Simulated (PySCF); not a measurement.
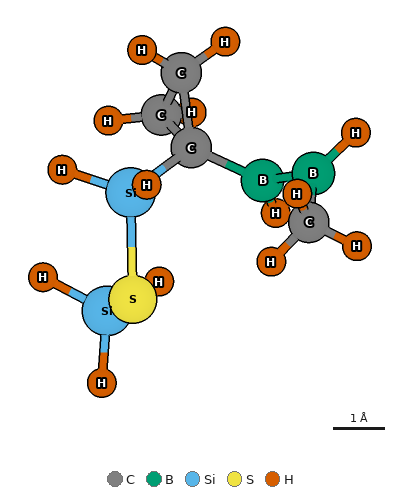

The input geometry (ball-and-stick view, seen at a tilt).

## Run report: C$_{4}$H$_{14}$B$_{2}$SSi$_{2}$, NMR shielding calculation

- system: C$_{4}$H$_{14}$B$_{2}$SSi$_{2}$, SMILES CBBC1([SiH2]S[SiH3])CC1
- method: GIAO PBE0/pcSseg-1 NMR shielding, non-relativistic, gas phase (PySCF 2.14.0)

The geometry comes from this level: GFN2-xTB. It belongs to a series of runs on one base structure; here: BH inserted into a C-B bond. Figures and captions count atoms from 1; the log counts them from 0 in places.

What the program printed
```
coarse grid: 20072 points
cycle   1  E = -1186.8714512645  dE =  7.315e-01  |g| = 4.683e-01  |ddm| = 4.330e+00
cycle   2  E = -1186.8631439614  dE =  8.307e-03  |g| = 5.159e-01  |ddm| = 1.092e+00
cycle   3  E = -1186.9351016384  dE = -7.196e-02  |g| = 4.714e-02  |ddm| = 6.192e-01
cycle   4  E = -1186.9354751186  dE = -3.735e-04  |g| = 2.580e-02  |ddm| = 7.359e-02
cycle   5  E = -1186.9356385424  dE = -1.634e-04  |g| = 6.882e-03  |ddm| = 3.542e-02
cycle   6  E = -1186.9356508170  dE = -1.227e-05  |g| = 1.417e-03  |ddm| = 1.046e-02
cycle   7  E = -1186.9356514491  dE = -6.322e-07  |g| = 3.063e-04  |ddm| = 2.478e-03
final grid: 178056 points
cycle   8  E = -1186.9861555592  dE = -5.303e-05  |g| = 9.073e-03  |ddm| = 4.377e-02
cycle   9  E = -1186.9861432294  dE =  1.233e-05  |g| = 1.135e-02  |ddm| = 2.203e-02
cycle  10  E = -1186.9861771400  dE = -3.391e-05  |g| = 1.038e-03  |ddm| = 1.313e-02
cycle  11  E = -1186.9861774175  dE = -2.775e-07  |g| = 2.451e-04  |ddm| = 1.424e-03
cycle  12  E = -1186.9861774316  dE = -1.410e-08  |g| = 6.712e-05  |ddm| = 2.782e-04
cycle  13  E = -1186.9861774328  dE = -1.182e-09  |g| = 2.147e-05  |ddm| = 1.081e-04
cycle  14  E = -1186.9861774329  dE = -1.342e-10  |g| = 4.251e-06  |ddm| = 3.578e-05
```

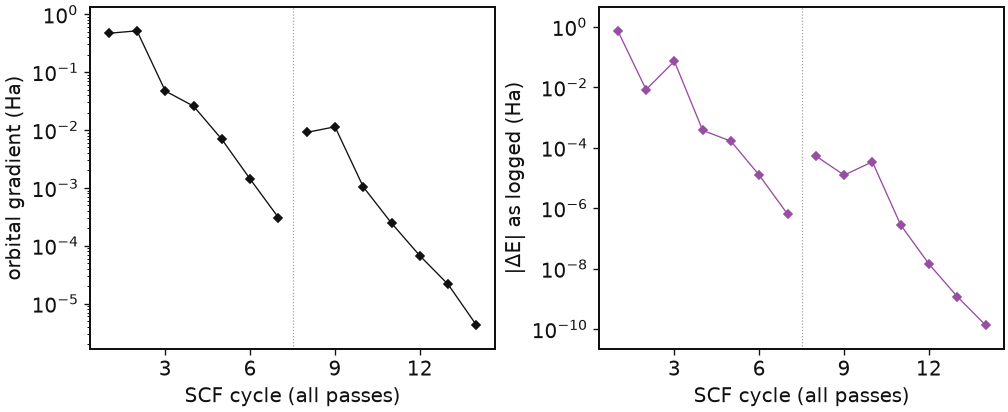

Convergence of the self-consistent field: orbital gradient and size of the energy change against the SCF cycle. The dotted line marks the change from a coarse to the final integration grid. The first 7 cycles use a coarse grid, the final grid takes over at cycle 8, and the field converges after 14 cycles in all.

```
converged SCF energy = -1186.9861774329

GIAO shielding tensors (ppm)
atom      isotropic    diamagn.    paramagn.     s11        s22        s33       span
  0 C      171.304     252.985     -81.680    141.512    169.485    202.916     61.403
  1 B       -5.877     195.177    -201.055   -117.718    -26.286    126.372    244.090
  2 B       -4.389     194.135    -198.525   -115.863    -18.789    121.484    237.346
  3 C      174.742     260.310     -85.568    145.892    159.489    218.844     72.952
  4 Si     364.069     882.497    -518.428    319.601    358.303    414.302     94.700
  5 S      796.974    1061.597    -264.623    734.581    792.639    863.704    129.123
  6 Si     405.767     880.240    -474.473    367.417    394.732    455.153     87.736
  7 C      171.331     253.105     -81.774    143.207    170.721    200.065     56.857
  8 C      176.949     253.286     -76.337    152.711    179.939    198.198     45.487
  9 H       29.555      33.691      -4.136     25.145     28.346     35.174     10.029
 10 H       30.492      27.568       2.925     26.000     28.090     37.387     11.387
 11 H       30.624      30.020       0.604     26.254     29.667     35.950      9.696
 12 H       22.087      30.845      -8.758     12.351     25.054     28.857     16.506
 13 H       22.160      32.009      -9.849     11.762     25.808     28.910     17.149
 14 H       27.333      31.758      -4.425     22.957     26.840     32.201      9.244
 15 H       26.525      31.866      -5.340     23.268     24.889     31.419      8.150
 16 H       26.998      28.731      -1.733     22.890     24.584     33.522     10.633
 17 H       26.982      29.549      -2.567     23.782     24.801     32.363      8.581
 18 H       26.695      30.866      -4.171     22.610     26.113     31.361      8.750
 19 H       30.763      32.976      -2.212     26.307     28.205     37.778     11.472
 20 H       30.848      32.357      -1.510     25.568     26.974     40.001     14.433
 21 H       30.988      32.472      -1.483     25.708     28.636     38.622     12.914
 22 H       30.954      32.257      -1.302     25.525     26.616     40.723     15.198
```

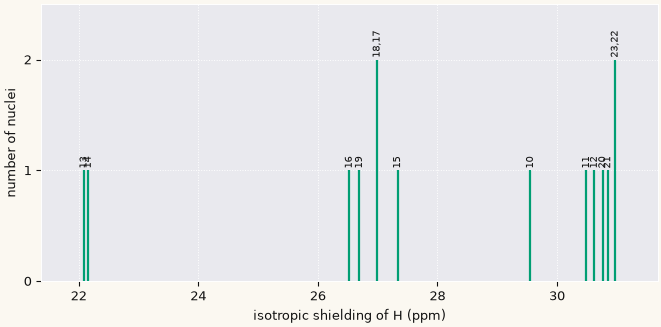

Isotropic shieldings of the hydrogen nuclei in this fixed geometry, labelled by atom number; shielding grows to the right, so chemical shift grows to the left. The least shielded is H13 (22.1 ppm), the most shielded H22 (31.0 ppm).

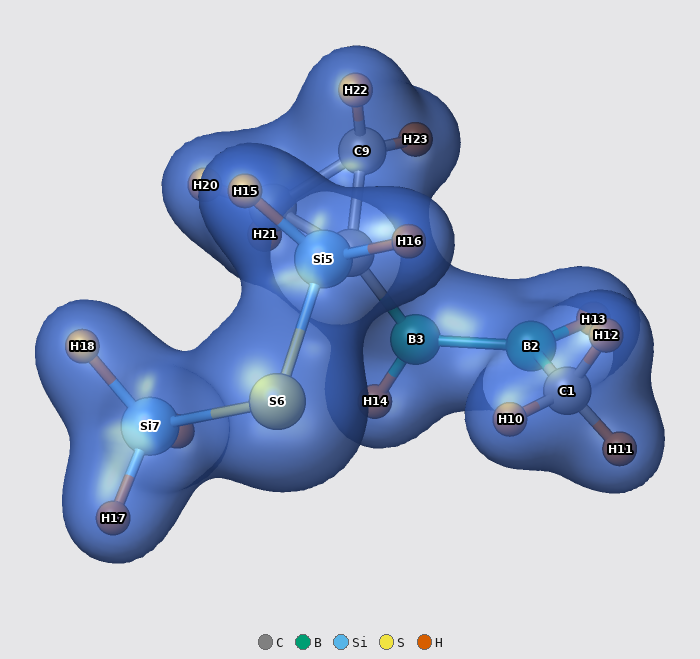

Isosurface of the electron density at 0.2 e/Å³ (blue), seen at a tilt. At this value the surface is in one piece. On the grid the lowest density along these lines, outside the cores, is 1.6 e/Å³ (C–C, 1.49 Å), 1.2 e/Å³ (C–B, 1.57 Å), 1.2 e/Å³ (B–B, 1.63 Å) and 0.77 e/Å³ (C–Si, 1.89 Å).

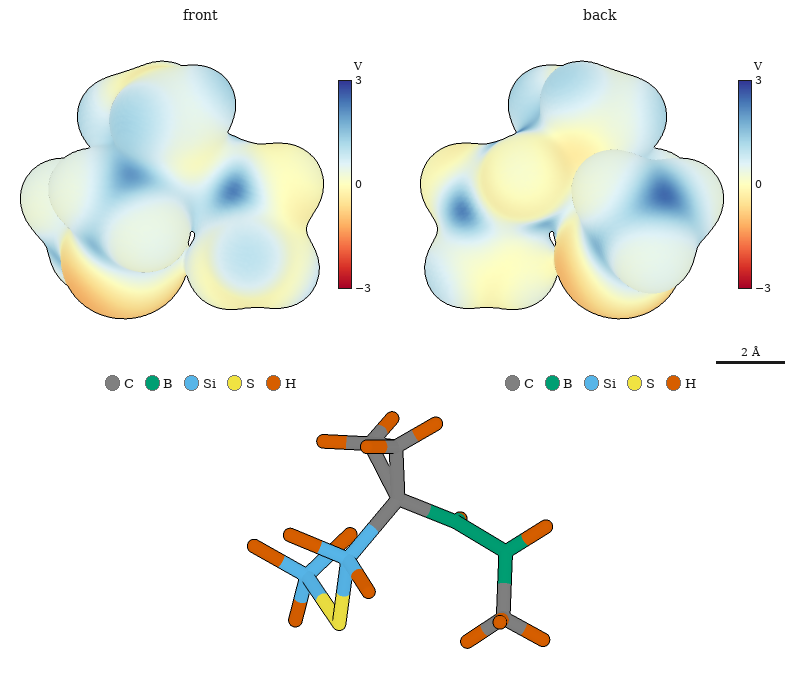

The molecular electrostatic potential painted on the density surface at 0.004 e/bohr³, seen at a tilt and from behind; the colour scale runs from red (negative) to blue (positive). The bare structure is drawn below in the same view. A positive charge is drawn to the negative regions and a negative charge to the positive ones. Its dipole moment is 1.87 D.

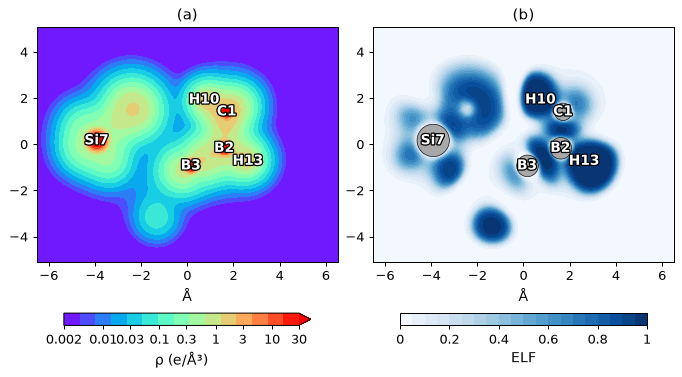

(a) electron density; (b) ELF on the plane of atoms C1, B2 and B3. Grey discs, where drawn, cover atomic cores. The section cuts through C, B, Si and H sites.

The run was set up as follows.

Input
```
{"job": {"kind": "nmr", "xc": "PBE0", "basis": "pcSseg-1"}, "charge": 0, "multiplicity": 1}
C     -3.023388     0.676894    -0.950236
B     -2.465150    -0.581488    -0.170258
B     -0.899779    -1.027181    -0.287406
C      0.215608    -0.382653     0.607798
Si     0.624902     1.387807     0.091891
S      0.907073     1.577125    -2.033141
Si     2.526644     0.226353    -2.429532
C      1.351538    -1.182986     1.194000
C      0.296577    -0.625334     2.093942
H     -2.299894     1.171602    -1.593599
H     -3.884657     0.406472    -1.560098
H     -3.389473     1.413179    -0.234526
H     -3.263442    -1.151647     0.483187
H     -0.525883    -1.807867    -1.089435
H      1.869544     1.808067     0.742393
H     -0.455196     2.327541     0.365601
H      2.808609     0.448867    -3.837024
H      3.651141     0.599313    -1.576455
H      2.098907    -1.137565    -2.148641
H      2.342496    -0.750870     1.245445
H      1.361382    -2.250099     1.020348
H      0.564622     0.190246     2.751331
H     -0.416935    -1.308794     2.531801
```

The first line tells a small driver script what to run in PySCF; the rest is the geometry in Å.

Launched with:
```bash
OMP_NUM_THREADS=1 python <driver script> task.json out
```

Results in brief

```tsv
quantity	value
outcome	converged
total energy	−1186.986177 hartree
HOMO	−7.25 eV
LUMO	−1.39 eV
dipole moment	1.87 D
isotropic shielding, C	171.3 to 176.9 ppm
isotropic shielding, B	−5.9 to −4.4 ppm
isotropic shielding, Si	364.1 to 405.8 ppm
isotropic shielding, S	797.0 ppm
isotropic shielding, H	22.1 to 31.0 ppm
hardware	1 CPU thread, shared host
wall time	61 s
peak memory	1.1 GiB
```
